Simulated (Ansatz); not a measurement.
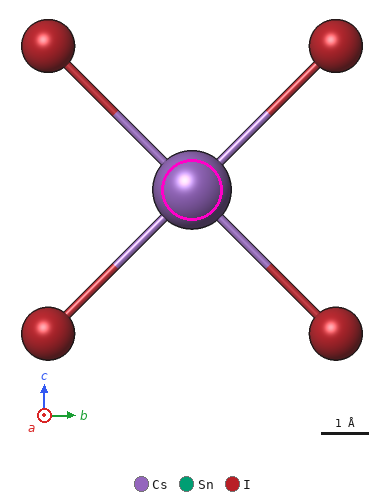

Perfect CsSnI₃. A ball-and-stick model of the atoms within 4.6 Å of one point, in a slice 3.4 Å thick across the line of sight, seen along the a axis.

Level of theory: DFT, PBEsol, PAW, plane waves in Ansatz 0.2.0. Settings: plane-wave cutoff 420 eV; k-point mesh 1 × 1 × 1; mesh shifted by (0.25, 0.25, 0.25); collinear spin. Fermi-Dirac smearing of 0.01 eV. A uniform background neutralises the charged cell. The axes drawn are those of the host's conventional cell.

A caesium atom is replaced by boron at the ringed place, in charge state +1. The supercell has 40 sites, and the atoms are relaxed at the host's cell.

> Predict the relaxed surroundings of the defect.

In the host the Cs atom has ; the B atom ends with 3 I at 2.22 to 2.25 Å. Of the host's atoms, an iodine atom moves furthest from its site, by 1.26 Å. The B atom itself moves 2.64 Å from where it was put. The cell's net moment is 1.00 μB.

The relaxed defect, seen from the same direction:

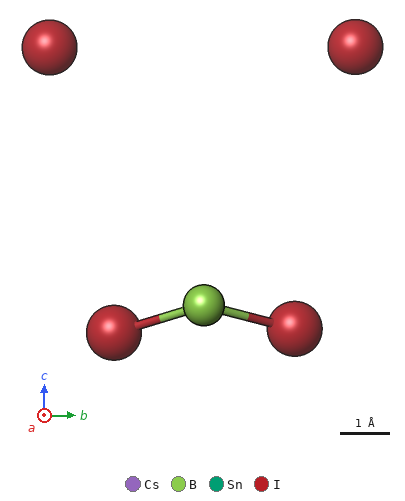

Limits of the set-up: the cell is charged, on a uniform background, and energies carry no finite-size correction.
